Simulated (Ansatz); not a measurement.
## Ligand exchange: CH8O2Si2 + SiH3I → Si3H8O2 + CH3I

Species: CH8O2Si2 `CO[SiH2]O[SiH3]`, singlet; SiH3I `[SiH3]I`, singlet; Si3H8O2 `[SiH3]O[SiH2]O[SiH3]`, singlet; CH3I `CI`, singlet. The partners trade CH3 for SiH3: O–CH3 and I–SiH3 bonds give way to O–SiH3 and I–CH3.

Shapes, held fixed at every level: PBE0-D4/def2-TZVP. Flexible molecules stand in one conformer, not always the lowest. Programs: Ansatz 0.2.0. The zero-point and thermal change to 298 K, harmonic and unscaled (PBE0-D4/def2-TZVP), is -1.9 kJ/mol.

```tsv
level	kind	ΔH(298 K) (kJ/mol)	less CCSD(T)/def2-TZVPP
SPW92/def2-TZVPP	LDA	-54.1	+21.7
B3LYP-D4/def2-TZVPP	global hybrid	-72.9	+2.9
BHLYP-D4/def2-TZVPP	global hybrid	-74.9	+0.9
r2SCAN0-D4/def2-TZVPP	global hybrid	-67.2	+8.6
wB97M-V/def2-TZVPP	range-separated hybrid	-69.0	+6.8
B2PLYP/def2-TZVPP	double hybrid	-74.8	+1.0
CCSD(T)/def2-SVP	coupled cluster or CI	-51.3	+24.5
CCSD(T)/def2-TZVPP	coupled cluster or CI	-75.8	0.0
```

The highest level, CCSD(T)/def2-TZVPP, gives ΔH(298 K) = -75.8 kJ/mol; the levels span -75.8 to -51.3. The column of differences is taken from that level and isn't an error. No measured value is set beside it here. For atoms past krypton def2 sets carry core potentials with scalar relativity. Outer-core shells of I are correlated in most correlated rows, in sets that cover them unevenly.

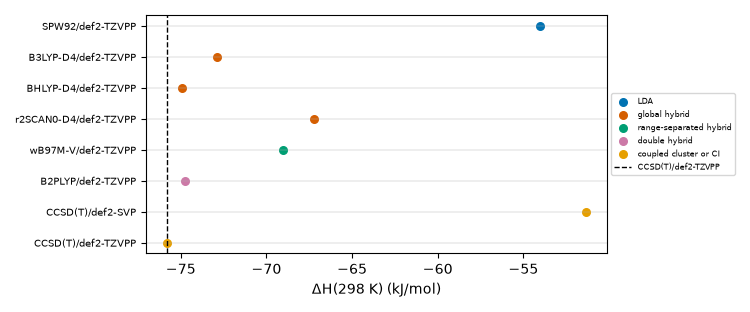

The values of the table, level by level.
